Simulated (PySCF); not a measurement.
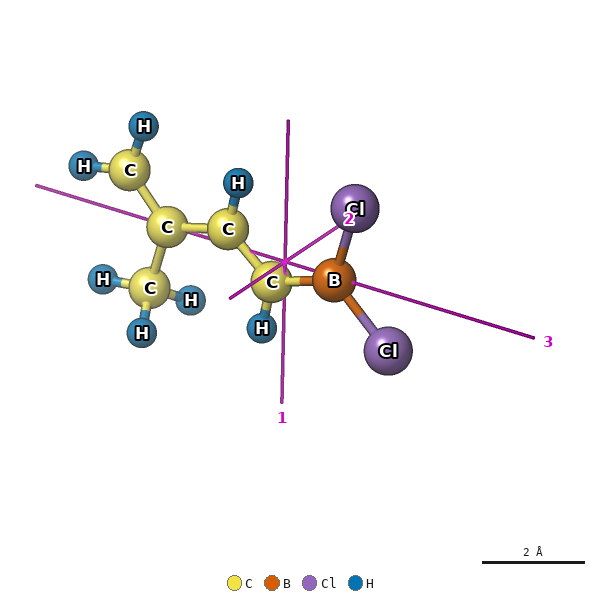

The three principal axes of inertia are drawn and numbered. Depth is shown by fading: the farther an atom, the more it takes the colour of the background. The geometry was computed by an optimisation with PBE0-D3(BJ)/def2-SVP. No frequency run is at hand to confirm it as a minimum. Masses are those of the most abundant isotopes; constants are for the rigid equilibrium geometry.

Q: Which line is the a axis (least moment of inertia), which b and which c?

A: a is line 3, b is line 1, c is line 2; the moments are 212, 782, 991 u Å².

Q: What kind of rotor is it, and what are its rotational constants in GHz?

A: An asymmetric top (Cs): A = 2.39, B = 0.646, C = 0.510 GHz. Ray's parameter κ is −0.85, close to the prolate limit.
